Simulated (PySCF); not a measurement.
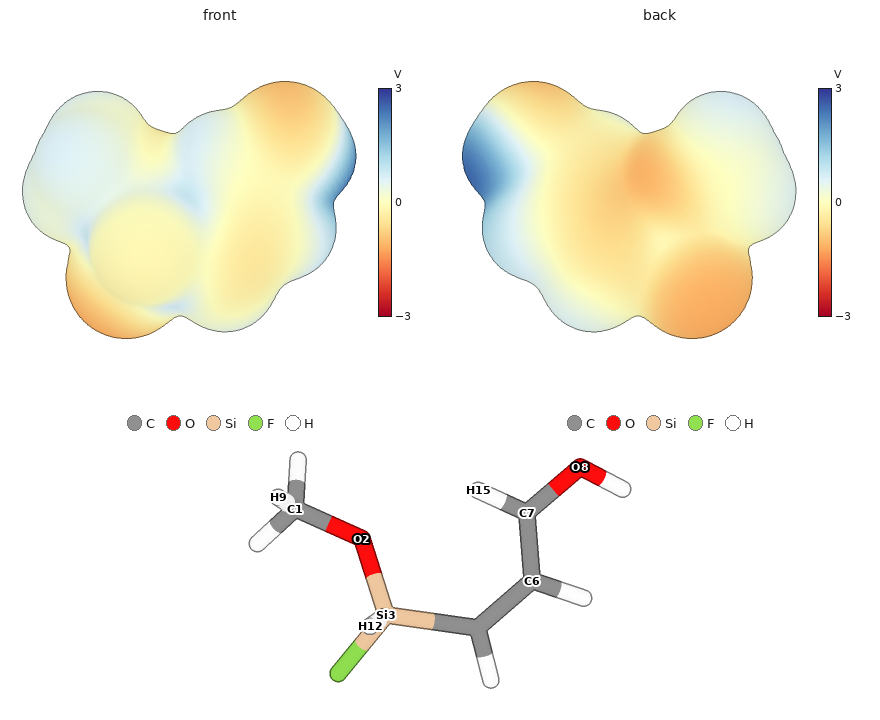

Figure. C$_{4}$H$_{8}$FO$_{2}$Si (doublet). The molecular electrostatic potential painted on the density surface at 0.001 e/bohr³, seen from the front and from behind; red is negative and blue positive. The bare structure is drawn below in the same view.

Geometry: GFN2-xTB.

All numbers below come from PySCF 2.14.0, density-fitted response routines, UKS B3LYP, pcH-1 on C F H O Si, non-relativistic, mean-field spin-orbit, GIAO.

```xyz
16

C    -2.4589    0.3325   -1.1753
O    -1.2507    0.0236   -0.5391
Si   -0.9554   -0.2265    1.0318
F    -1.9766   -1.3603    1.5781
C     0.7678   -0.8874    1.1706
C     1.9022   -0.4465    0.5118
C     1.9311    0.5369   -0.4407
O     3.0424    0.9481   -1.0818
H    -2.7804    1.3448   -0.9186
H    -3.2426   -0.3699   -0.8851
H    -2.2939    0.2677   -2.2514
H    -1.3132    0.9264    1.8552
H     0.9185   -1.6582    1.9122
H     2.8496   -0.9226    0.7544
H     1.0442    1.0589   -0.7568
H     3.8082    0.4414   -0.7766
```

> Where is the surface potential most negative and most positive?

The most negative region (about −1.2 V, or −28 kcal/mol for a unit charge) lies over F4, the most positive (about +2.4 V, or +55 kcal/mol for a unit charge) over H16.
